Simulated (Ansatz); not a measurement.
# Work function of Zr(0001): what the settings cost and change, part 2 of 2

How far do cutoff, k-mesh and smearing move the work function of Zr(0001)?

Ansatz 0.2.0; plane-wave DFT, PBE, Ansatz PAW.

So far. Step 6 (Run): The work function is 4.299 eV, +0.106 eV from the run “cutoff 420 eV”, at 0.12 times its CPU time. Step 7 (Slab): The work function is 4.176 eV, -0.017 eV from the run “cutoff 420 eV”, at 0.19 times its CPU time.

## Step 8: Run

File input.yaml:

```yaml
crystal:
  lattice:
    - [3.23, 0.0, 0.0]
    - [1.615, 2.7972620542, 0.0]
    - [0.0, 0.0, 33.43617]
  atoms:
    - { symbol: Zr, position: [0.0, 0.0, 0.2691695849] }
    - { symbol: Zr, position: [0.6666666667, 0.6666666667, 0.3461130566] }
    - { symbol: Zr, position: [0.0, 0.0, 0.4230565283] }
    - { symbol: Zr, position: [0.6666666667, 0.6666666667, 0.5] }
    - { symbol: Zr, position: [0.0, 0.0, 0.5769434717] }
    - { symbol: Zr, position: [0.6666666667, 0.6666666667, 0.6538869434] }
    - { symbol: Zr, position: [0.0, 0.0, 0.7308304151] }
kpoints:
  mp_grid: { grid: [10, 10, 1] }
hamiltonian:
  xc: pbe
scf:
  occupations: { method: fermi_dirac, width: 0.1 }
  convergence: { dr2_threshold: 1.0e-09 }
efield:
  axis: 3
  dipole_correction: true
  ramp_position: 0.97
  ramp_width: 0.06
output:
  write_potential: true
  write_density: true
  volumetric_format: npy
```

On the command line:

```bash
$ ansatz run input.yaml --threads 2 --pin off --max-ram 3072MiB --backend cpu --events-out ev --progress --plain --runs-dir out
```

Numbers of over 12 decimals in the logs are rounded to 6 here.

The program printed:

```text
[...]
Crystal: 7 atoms, lattice volume = 302.101 Å³
Basis set: ecut = 420 eV, 6027 PW (Γ)
Bands: 51, of which v1, the nominal top of the filled ones, is band 42 counted from 1 (41 counted from 0)
Symmetry: 6 space group operations
k-points: 14 of 100 (time reversal used)
[...]
k-point 0: bands = [... 38 lower, 6.0025, 6.3967, 6.4055, 6.4502, 6.4502, 6.4769, 6.4769, 6.5823, ... 5 higher]
  k-point 1: bands = [... 38 lower, 5.9131, 5.9860, 6.0746, 6.1162, 6.2626, 6.2634, 6.4007, 6.5571, ... 5 higher]
  k-point 2: bands = [... 38 lower, 5.3056, 5.4315, 5.4520, 5.6914, 5.7578, 5.9921, 6.1621, 6.4548, ... 5 higher]
  k-point 13: bands = [... 38 lower, 4.6852, 4.9938, 5.0065, 5.5570, 5.6123, 5.7299, 5.8244, 5.9050, ... 5 higher]
[key lines of the parts left out:]
SCF converged after 10 iterations
Free energy (F): -29285.110888 eV
Fermi energy:    5.702493 eV
Dipole field:    D = 0.000000 V/Å  (p = 0.000000 e·Å, saw-weighted, corrected)
Work function:   Φ+ = 4.1964 eV   Φ− = 4.1964 eV
```

Wall time 33 s (2 threads of Arm Neoverse N1, shared host); peak memory 0.61 GiB.

The work function is 4.196 eV, +0.004 eV from the run “cutoff 420 eV”, at 0.51 times its CPU time.

## Step 9: Slab

Changes to input.yaml since step 8:

```diff
@@ -14,3 +14,3 @@
 kpoints:
-  mp_grid: { grid: [10, 10, 1] }
+  mp_grid: { grid: [22, 22, 1] }
 hamiltonian:
```

The program printed:

```text
[...]
Crystal: 7 atoms, lattice volume = 302.101 Å³
Basis set: ecut = 420 eV, 6027 PW (Γ)
Bands: 51, of which v1, the nominal top of the filled ones, is band 42 counted from 1 (41 counted from 0)
Symmetry: 6 space group operations
k-points: 52 of 484 (time reversal used)
[...]
k-point 0: bands = [... 38 lower, 6.0020, 6.3969, 6.4064, 6.4493, 6.4493, 6.4754, 6.4754, 6.5863, ... 5 higher]
  k-point 1: bands = [... 38 lower, 5.9751, 6.2880, 6.3447, 6.3677, 6.4435, 6.4531, 6.4925, 6.5186, ... 5 higher]
  k-point 2: bands = [... 38 lower, 5.9300, 6.0371, 6.1258, 6.1673, 6.3018, 6.3142, 6.4273, 6.5660, ... 5 higher]
  k-point 51: bands = [... 38 lower, 4.5983, 4.9670, 4.9674, 5.6509, 5.6871, 5.7659, 5.8622, 5.8702, ... 5 higher]
[key lines of the parts left out:]
SCF converged after 10 iterations
Free energy (F): -29285.113032 eV
Fermi energy:    5.705289 eV
Dipole field:    D = 0.000000 V/Å  (p = 0.000001 e·Å, saw-weighted, corrected)
Work function:   Φ+ = 4.1929 eV   Φ− = 4.1929 eV
```

Run time: 2 min. Hardware: 2 threads; peak memory 1 GiB.

The work function is 4.193 eV, +0.000 eV from the run “cutoff 420 eV”, at 1.9 times its CPU time.

## Step 10: Run

Changes to input.yaml since step 9:

```diff
@@ -14,3 +14,3 @@
 kpoints:
-  mp_grid: { grid: [22, 22, 1] }
+  mp_grid: { grid: [15, 15, 1] }
 hamiltonian:
@@ -18,3 +18,3 @@
 scf:
-  occupations: { method: fermi_dirac, width: 0.1 }
+  occupations: { method: gaussian, width: 0.05 }
   convergence: { dr2_threshold: 1.0e-09 }
```

The program printed:

```text
[...]
Crystal: 7 atoms, lattice volume = 302.101 Å³
Basis set: ecut = 420 eV, 6027 PW (Γ)
Bands: 51, of which v1, the nominal top of the filled ones, is band 42 counted from 1 (41 counted from 0)
Symmetry: 6 space group operations
k-points: 27 of 225 (time reversal used)
[...]
k-point 0: bands = [... 38 lower, 5.9710, 6.3776, 6.3930, 6.4172, 6.4172, 6.4483, 6.4483, 6.5690, ... 5 higher]
  k-point 1: bands = [... 38 lower, 5.9290, 6.1653, 6.2298, 6.2593, 6.3722, 6.3832, 6.4919, 6.5096, ... 5 higher]
  k-point 2: bands = [... 38 lower, 5.7226, 5.7946, 5.8867, 5.9431, 6.0356, 6.1027, 6.2983, 6.5189, ... 5 higher]
  k-point 26: bands = [... 38 lower, 4.5952, 4.9377, 4.9380, 5.6846, 5.7326, 5.7430, 5.8396, 5.8401, ... 5 higher]
[key lines of the parts left out:]
SCF converged after 10 iterations
Free energy (F): -29284.960731 eV
Fermi energy:    5.734991 eV
Dipole field:    D = 0.000001 V/Å  (p = 0.000002 e·Å, saw-weighted, corrected)
Work function:   Φ+ = 4.1902 eV   Φ− = 4.1902 eV
```

Run time: 62 s. Hardware: 2 threads; peak memory 0.74 GiB; 1.8 min of CPU time.

The work function is 4.190 eV, -0.002 eV from the run “cutoff 420 eV”, at 0.99 times its CPU time.

## Step 11: Slab

Changes to input.yaml since step 10:

```diff
@@ -18,3 +18,3 @@
 scf:
-  occupations: { method: gaussian, width: 0.05 }
+  occupations: { method: methfessel_paxton, width: 0.2 }
   convergence: { dr2_threshold: 1.0e-09 }
```

The program printed:

```text
[...]
Crystal: 7 atoms, lattice volume = 302.101 Å³
Basis set: ecut = 420 eV, 6027 PW (Γ)
Bands: 51, of which v1, the nominal top of the filled ones, is band 42 counted from 1 (41 counted from 0)
Symmetry: 6 space group operations
k-points: 27 of 225 (time reversal used)
[...]
k-point 0: bands = [... 38 lower, 5.9732, 6.3789, 6.3938, 6.4199, 6.4199, 6.4507, 6.4507, 6.5703, ... 5 higher]
  k-point 1: bands = [... 38 lower, 5.9307, 6.1660, 6.2330, 6.2605, 6.3729, 6.3851, 6.4931, 6.5123, ... 5 higher]
  k-point 2: bands = [... 38 lower, 5.7231, 5.7972, 5.8877, 5.9446, 6.0371, 6.1034, 6.2992, 6.5201, ... 5 higher]
  k-point 26: bands = [... 38 lower, 4.5970, 4.9385, 4.9388, 5.6861, 5.7331, 5.7451, 5.8389, 5.8394, ... 5 higher]
[key lines of the parts left out:]
SCF converged after 10 iterations
Free energy (F): -29284.947942 eV
Fermi energy:    5.715805 eV
Dipole field:    D = 0.000000 V/Å  (p = 0.000001 e·Å, saw-weighted, corrected)
Work function:   Φ+ = 4.2068 eV   Φ− = 4.2069 eV
```

It took 60 s on 2 threads; peak memory 0.74 GiB; 1.8 min of CPU time.

The work function is 4.207 eV, +0.014 eV from the run “cutoff 420 eV”, at 0.97 times its CPU time.

## Step 12: Slab

Changes to input.yaml since step 11:

```diff
@@ -18,3 +18,3 @@
 scf:
-  occupations: { method: methfessel_paxton, width: 0.2 }
+  occupations: { method: fermi_dirac, width: 0.3 }
   convergence: { dr2_threshold: 1.0e-09 }
```

The program printed:

```text
band count auto-derived: 59 (N_el = 84.0; filled up to band 42; 51 by the electrons, moments and atoms)
[...]
Crystal: 7 atoms, lattice volume = 302.101 Å³
Basis set: ecut = 420 eV, 6027 PW (Γ)
Bands: 59, of which v1, the nominal top of the filled ones, is band 42 counted from 1 (41 counted from 0)
Symmetry: 6 space group operations
[...]
k-point 0: bands = [... 38 lower, 6.0515, 6.4289, 6.4322, 6.4950, 6.4950, 6.5108, 6.5108, 6.6201, ... 30 higher]
  k-point 1: bands = [... 38 lower, 5.9972, 6.2034, 6.3119, 6.3121, 6.4232, 6.4401, 6.5520, 6.5869, ... 30 higher]
  k-point 2: bands = [... 38 lower, 5.7584, 5.8624, 5.9377, 6.0047, 6.0856, 6.1574, 6.3509, 6.5748, ... 30 higher]
  k-point 26: bands = [... 38 lower, 4.6533, 4.9728, 4.9732, 5.7287, 5.7705, 5.8124, 5.8757, 5.8762, ... 30 higher]
[key lines of the parts left out:]
SCF converged after 9 iterations
Free energy (F): -29286.461461 eV
Fermi energy:    5.684327 eV
Dipole field:    D = 0.000000 V/Å  (p = 0.000000 e·Å, saw-weighted, corrected)
Work function:   Φ+ = 4.1786 eV   Φ− = 4.1787 eV
```

Run time: 96 s. Hardware: 2 threads; peak memory 1 GiB.

The work function is 4.179 eV, -0.014 eV from the run “cutoff 420 eV”, at 1.6 times its CPU time.

## Step 13: Slab

Changes to input.yaml since step 12:

```diff
@@ -18,3 +18,3 @@
 scf:
-  occupations: { method: fermi_dirac, width: 0.3 }
+  occupations: { method: cold, width: 0.1 }
   convergence: { dr2_threshold: 1.0e-09 }
```

The program printed:

```text
[...]
Crystal: 7 atoms, lattice volume = 302.101 Å³
Basis set: ecut = 420 eV, 6027 PW (Γ)
Bands: 51, of which v1, the nominal top of the filled ones, is band 42 counted from 1 (41 counted from 0)
Symmetry: 6 space group operations
k-points: 27 of 225 (time reversal used)
[...]
k-point 0: bands = [... 38 lower, 5.9680, 6.3747, 6.3907, 6.4134, 6.4134, 6.4454, 6.4454, 6.5664, ... 5 higher]
  k-point 1: bands = [... 38 lower, 5.9262, 6.1630, 6.2262, 6.2567, 6.3697, 6.3806, 6.4894, 6.5059, ... 5 higher]
  k-point 2: bands = [... 38 lower, 5.7203, 5.7913, 5.8844, 5.9406, 6.0331, 6.1004, 6.2962, 6.5164, ... 5 higher]
  k-point 26: bands = [... 38 lower, 4.5927, 4.9349, 4.9352, 5.6826, 5.7309, 5.7380, 5.8386, 5.8387, ... 5 higher]
[key lines of the parts left out:]
SCF converged after 10 iterations
Free energy (F): -29284.959651 eV
Fermi energy:    5.724292 eV
Dipole field:    D = -0.000000 V/Å  (p = -0.000001 e·Å, saw-weighted, corrected)
Work function:   Φ+ = 4.2049 eV   Φ− = 4.2049 eV
```

The job ended after 61 s (2 threads; peak memory 0.74 GiB).

The work function is 4.205 eV, +0.012 eV from the run “cutoff 420 eV”, at 0.96 times its CPU time.

## Step 14: The series together

Times are for 2 threads of Arm Neoverse N1, shared host. Results by setting:

| no. | setting | work function, upper face (eV) | time | memory (GiB) |
| --- | --- | --- | --- | --- |
| 1 | cutoff 200 eV | 4.217 | 28 s | 0.42 |
| 2 | cutoff 300 eV | 4.192 | 38 s | 0.54 |
| 3 | cutoff 420 eV | 4.192 | 62 s | 0.74 |
| 4 | cutoff 600 eV | 4.192 | 1.8 min | 1.1 |
| 5 | mesh 3x3 | 4.299 | 9.2 s | 0.46 |
| 6 | mesh 5x5 | 4.176 | 13 s | 0.48 |
| 7 | mesh 10x10 | 4.196 | 33 s | 0.61 |
| 8 | mesh 22x22 | 4.193 | 2 min | 1.0 |
| 9 | Gaussian smearing 0.05 eV | 4.190 | 62 s | 0.74 |
| 10 | methfessel_paxton smearing 0.2 eV | 4.207 | 60 s | 0.74 |
| 11 | fermi_dirac smearing 0.3 eV | 4.179 | 96 s | 1 |
| 12 | cold smearing 0.1 eV | 4.205 | 61 s | 0.74 |

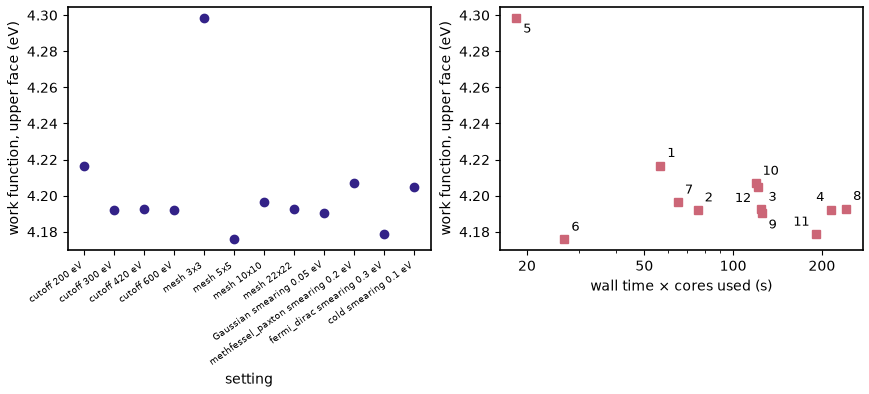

The series as plots; the last panel sets the first result against cost, with the runs numbered as in the table.

## Step 15: Varying the input

An input spoilt on purpose, to show how the run answers: it repeats the earlier run “cutoff 200 eV” with efield.ramp_position from 0.97 to 0.475, and scf.max_iter set to 60; its output block differs too.

Changes to input.yaml since step 13:

```diff
@@ -18,4 +18,5 @@
 scf:
-  occupations: { method: cold, width: 0.1 }
+  occupations: { method: fermi_dirac, width: 0.1 }
   convergence: { dr2_threshold: 1.0e-09 }
+  max_iter: 60
 efield:
@@ -23,4 +24,6 @@
   dipole_correction: true
-  ramp_position: 0.97
+  ramp_position: 0.475
   ramp_width: 0.06
+basis:
+  ecutwfc: "200 eV"
 output:
```

The program printed:

```text
Warning: basis.ecutwfc = 200 eV is below the records' recommended 420 eV, and the density's cutoff is lower with it unless basis.ecutrho_ratio is high enough to keep the records' density cutoff: compare with a run at a higher cutoff
Warning: basis.ecutrho_ratio 4 (ecutrho = 800 eV, dense FFT grid 15×15×160): the grid does not resolve the core-correction charge of Zr (measure 0.08 e/Å^2.5); warned from 0.08. The energy and each atom's force then go with where the atoms sit on the grid: [figures from the program's tests cut] If this deck is also warned that a cutoff or its ratio is below what is recommended, mend that before anything below. First try basis.xc_grid, which is 1 on this run (the dense grid itself), where it is not refused (2, then 3). Above 1 the core-correction charge is laid on the exchange–correlation grid, and this warning is never given, whether or not the level is enough: [rest of the remark cut]
Engine: ansatz 0.2.0, aarch64-unknown-linux-gnu
Pseudopotentials: kind: paw
Pseudopotential: Zr, paw, valence charge 12, recommended cutoff 420 eV (normal), Zr.paw.azcp
Functional definition: PBE
  parameter kappa = 0.804
  parameter beta = 0.066725
  exchange = pbe_x(kappa = kappa, mu = beta*pi^2/3)
  correlation = pbe_c(beta = beta)
Crystal: 7 atoms, lattice volume = 302.101 Å³
Basis set: ecut = 200 eV, 1985 PW (Γ)
Bands: 51, of which v1, the nominal top of the filled ones, is band 42 counted from 1 (41 counted from 0)
Symmetry: 6 space group operations
k-points: 27 of 225 (time reversal used)
Non-local potential: Zr, projectors of the file, l = 0: 3, l = 1: 2, l = 2: 2, l = 3: 2
PAW form: soft (Blöchl's): semilocal exchange-correlation on the pseudo side does not see the compensation charge
PAW one-centre angular grid: Zr, 590 points (default); XC on 64 Gauss nodes
Initial density: superposition of atomic densities (neutral atoms: chi_scale 0, normalization atom), corrected by the library's trained network
Initial wavefunctions: pseudopotential atomic-orbital guess
Functional: x = pbe(κ = 0.804, μ = 0.219515), c = pbe(β = 0.066725)
Error: efield: ion 3 (Zr) at fractional coordinate 0.5000 along the field axis lies inside the sawtooth ramp with 2 of the planes that the density is read on at each end, [0.4625, 0.5475] — the ramp must sit in vacuum (an ion there feels the fictitious reversed slope); set or move the ramp (efield.ramp_position / ramp_width) or move the geometry
```

Elapsed: 0.38 s, on 2 threads; peak memory 0.24 GiB.

The input was rejected at the start.

The program's message: “Error: efield: ion 3 (Zr) at fractional coordinate 0.5000 along the field axis lies inside the sawtooth ramp with 2 of the planes that the density is read on at each end, [0.4625, 0.5475] — the ramp m …”

The fault put into the input: the ramp among the atoms.

## Step 16: Summary of results

```
work function, cutoff 420 eV : 4.192 eV
work function, cutoff 600 eV : 4.192 eV
work function, mesh 3x3      : 4.299 eV
work function, mesh 5x5      : 4.176 eV
```

What this shows: The run at the highest cutoff gives 4.19 eV, and the settings tried spread the value from 4.18 to 4.30 eV. Against 600 eV, a cutoff of 200 eV is off by +0.024 eV. Against 600 eV, a cutoff of 420 eV is off by +0.000 eV. Against the finest mesh, 22 points along a, the coarser ones are off by +0.11 (3), -0.02 (5) and +0.00 (10) eV. The smearing schemes and widths spread it over 0.03 eV. The ladder's slabs use the tabulated experimental lattice constant (two decimals; a low-temperature value for the alkali metals). In 1 run of the series (cutoff 200 eV) the program warns that electrons reach the sawtooth's ramp, which makes dipole and work function less sure.

[Logs are printed without paths, hosts, clocks, repeated set-up lines and the standing remarks that a program may print on its own settings, such as how far it seeks lower states.]

[Hosts, paths, dates, database ids (printed as entryN), source tags and the programs' standing remarks are cut or masked in the printed files.]

[Maps of the electrostatic potential energy from Ansatz leave out the sawtooth potential of an applied field or a dipole correction, so their vacuum need not be flat; planar profiles and work functions include it.]
